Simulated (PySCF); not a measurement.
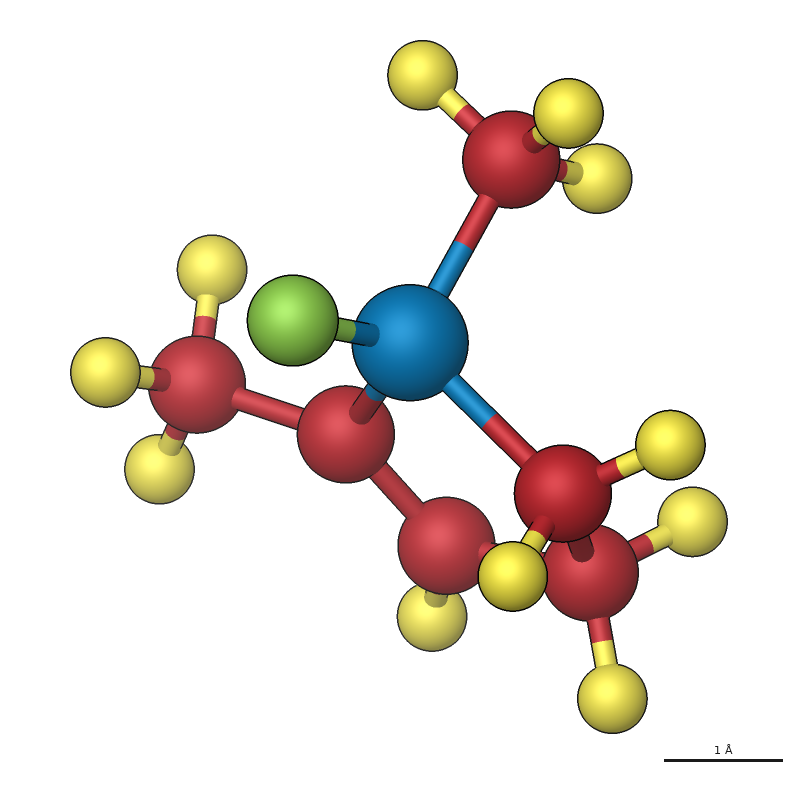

Ball-and-stick drawing of a structure. Colours: carbon red, phosphorus blue, oxygen green, hydrogen yellow.

The computed structure is the end point of a GFN2-xTB optimisation. No frequency run is at hand to confirm it as a minimum.

> Which formula does it have?

C₆H₁₁OP, 19 atoms: 6 carbon, 11 hydrogen, 1 oxygen and 1 phosphorus.

> Describe its rings.

Independent rings (smallest set): 1 of 5 members.

More results for the same structure follow; atom numbers are the same in all pictures, views and colours differ.

### Shape

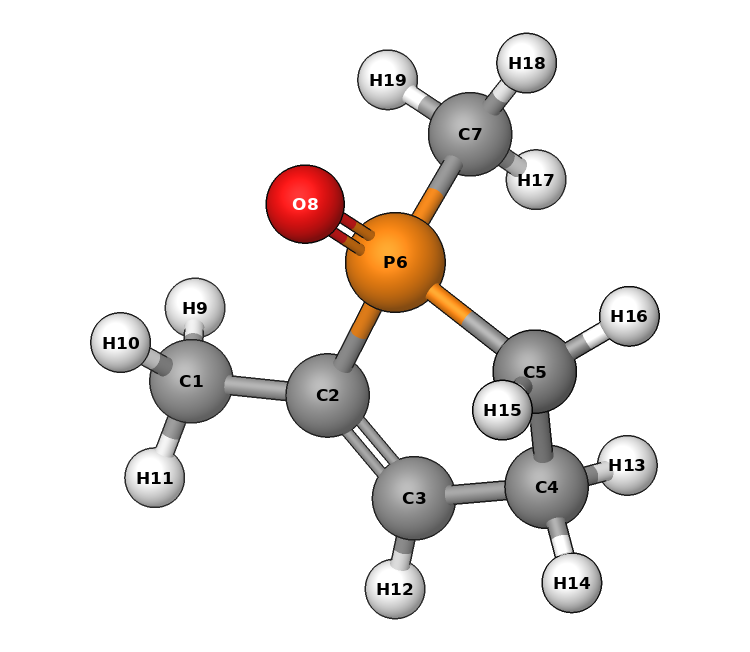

Numbered structure. No frequency run is at hand to confirm it as a minimum.

Give the bond lengths. Leave out bonds to hydrogen.

```tsv
bond	length (Å)	order
C1–C2	1.486	single
C2–C3	1.327	double
C2–P6	1.823	single
C3–C4	1.502	single
C4–C5	1.530	single
C5–P6	1.844	single
P6–C7	1.835	single
P6–O8	1.468	double
```

### Electronic properties

No frequency run is at hand to confirm it as a minimum. Properties computed with PBE0/def2-SVPD, gas phase (PySCF 2.14.0). Excitations: vertical, linear response.

Predict the main results.

- dipole moment: 4.51 D
- HOMO energy (Kohn–Sham orbital): −7.37 eV
- LUMO energy (Kohn–Sham orbital): −0.28 eV
- HOMO–LUMO gap: 7.09 eV
- mean static polarisability: 93.1 bohr³
- lowest vertical singlet excitation: 5.83 eV
- its oscillator strength: 0.008
- brightest of the 6 lowest singlets: 6.72 eV
- its oscillator strength: 0.17

### NMR shielding

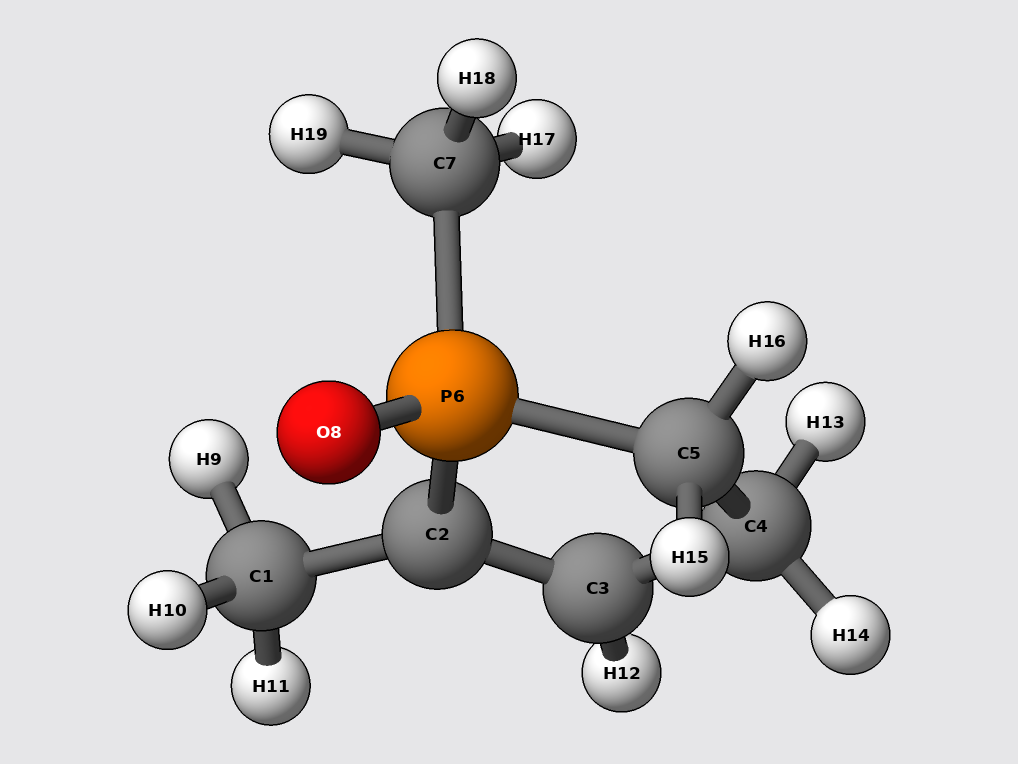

No frequency run is at hand to confirm it as a minimum. Method: GIAO PBE0/pcSseg-1 NMR shielding, non-relativistic, gas phase (PySCF 2.14.0). Principal shieldings σ11 ≤ σ22 ≤ σ33, span Ω = σ33 − σ11, skew κ = 3(σiso − σ22)/Ω.

Give the shielding tensors of the O atoms.

```json
{"atom": "O8", "σ11": "109.3", "σ22": "268.4", "σ33": "280.8", "σiso": "219.5", "Ω": "171.5", "κ": "−0.86"}
```

Shieldings and span in ppm.

### Charges

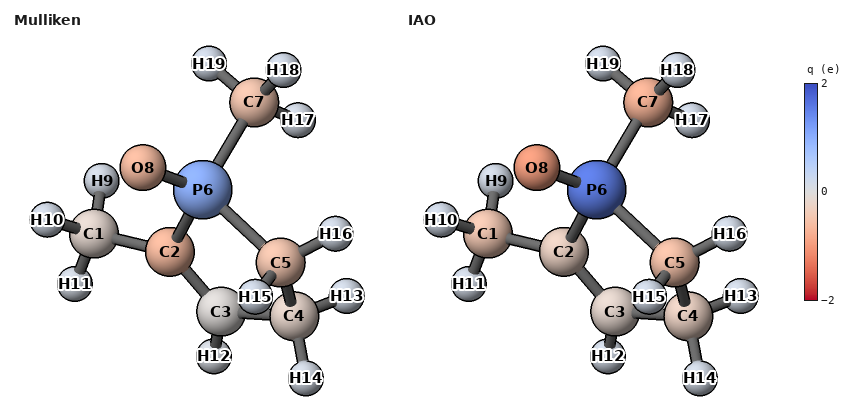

Atomic charges of one calculation by 2 schemes, on one colour scale. No frequency run is at hand to confirm it as a minimum. Method: PBE0/pcSseg-1 (PySCF 2.14.0).

> Which scheme gives the most polar picture (largest mean size of the charges)?

The IAO charges are the largest in size here.

> On which atom do the schemes disagree most?

On P6 (from 0.96 to 1.51 e).

List the charges (e), one line for each set of equivalent atoms.

```tsv
atom	Mulliken	IAO
C1	−0.14	−0.43
C2	−0.61	−0.26
C3	−0.03	−0.14
C4	−0.18	−0.27
C5	−0.47	−0.52
P6	0.96	1.51
C7	−0.46	−0.69
O8	−0.60	−0.92
H9	0.13	0.15
H10	0.14	0.17
H11	0.12	0.15
H12	0.08	0.15
H13	0.14	0.15
H14	0.14	0.15
H15	0.17	0.17
H16	0.15	0.15
H17	0.14	0.16
H18	0.16	0.17
H19	0.16	0.17
```

### Quadrupole coupling

No frequency run is at hand to confirm it as a minimum. Electric field gradients from the ground-state density, PBE0/pcSseg-1 (PySCF 2.14.0), non-relativistic apart from any core potentials.

Give the largest field-gradient component, the quadrupole coupling constant and the asymmetry for 17O at O8 (Q = −25.6 mb).

| atom | V_zz (a.u.) | e²qQ/h (MHz) | η |
| --- | --- | --- | --- |
| O8 | 0.819 | −4.92 | 0.27 |

Mulliken values depend strongly on the basis set and can even reverse the polarity of a bond. The geometry is semi-empirical. Around P such bond lengths and angles can be off by a tenth of an ångström or more and by several degrees, and values that hang on the shape move with them.
